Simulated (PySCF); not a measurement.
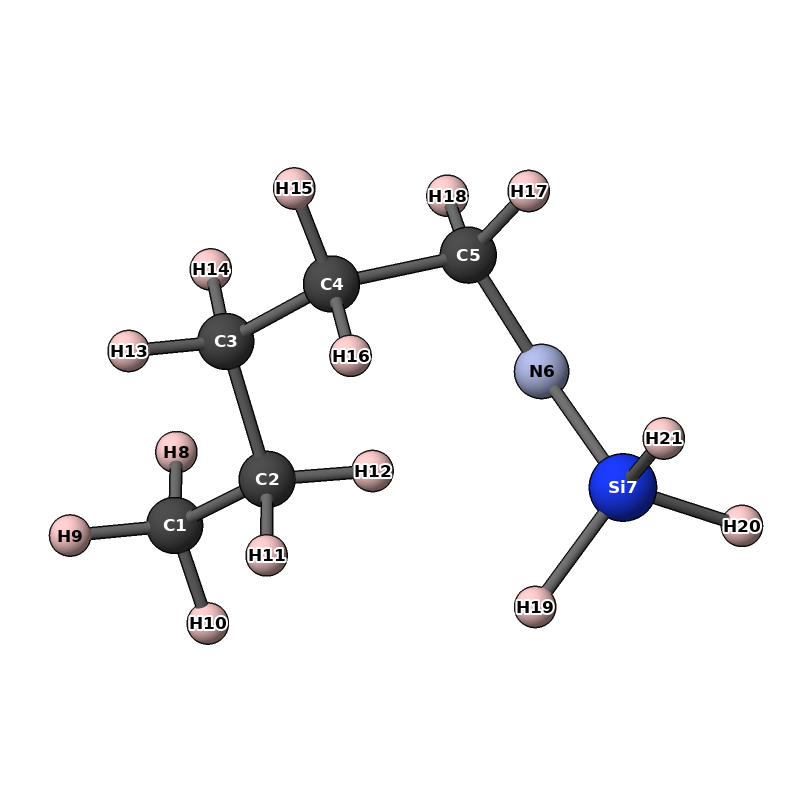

The questions are on Mulliken spin populations. The species is neutral and a spin doublet. The computed structure is the end point of a GFN2-xTB optimisation. No frequency run is at hand to confirm it as a minimum. Method: UKS B3LYP, pcH-1 on C H N Si, non-relativistic (PySCF 2.14.0).

**Which atom carries the largest spin population?**

N6 (0.86 e).

**Which atom has the lowest spin population?**

C5 (−0.06 e); a negative value comes from spin polarisation.

List the Mulliken spin populations.

```tsv
atom	value (e)
C1	0.00
C2	0.02
C3	0.00
C4	0.07
C5	−0.06
N6	0.86
Si7	−0.04
H8	0.00
H9	0.00
H10	0.00
H11	0.00
H12	−0.01
H13	0.01
H14	0.00
H15	0.00
H16	0.00
H17	0.05
H18	0.00
H19	0.06
H20	0.02
H21	0.01
```

Mulliken values depend strongly on the basis set. The geometry is semi-empirical. Around Si such bond lengths and angles can be off by a tenth of an ångström or more and by several degrees, and values that hang on the shape move with them.
